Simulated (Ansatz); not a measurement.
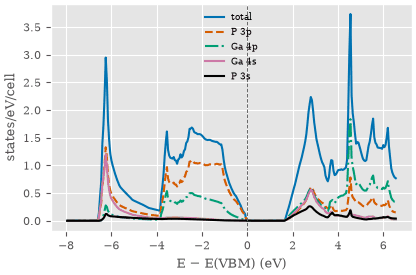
*Total and projected density of states of GaP (zinc blende, F-43m), PBE in the plane-wave PAW code Ansatz*

Question: Which orbitals carry the states next to the gap?

Answer: Top 1 eV of the valence band: P 3p 78 %, Ga 4p 19 %. Bottom 1 eV of the conduction band: Ga 4p 29 %, Ga 4s 24 %, P 3p 21 %, P 3s 16 %, outside the projected shells 10 %. Projections are on Löwdin-orthogonalised atomic valence shells; empty p or d shells of many metals are not among them.

Question: Where is the tallest occupied peak in this window, and what makes it?

Answer: Near -6.2 eV, about 2.9 states/eV per cell; the largest projected share is P 3p.

The cell was relaxed with PBE under the symmetry of its start. Scalar-relativistic: spin–orbit coupling is off unless named, which matters more the heavier the elements.

Potentials: the earlier of the program's two PAW sets.
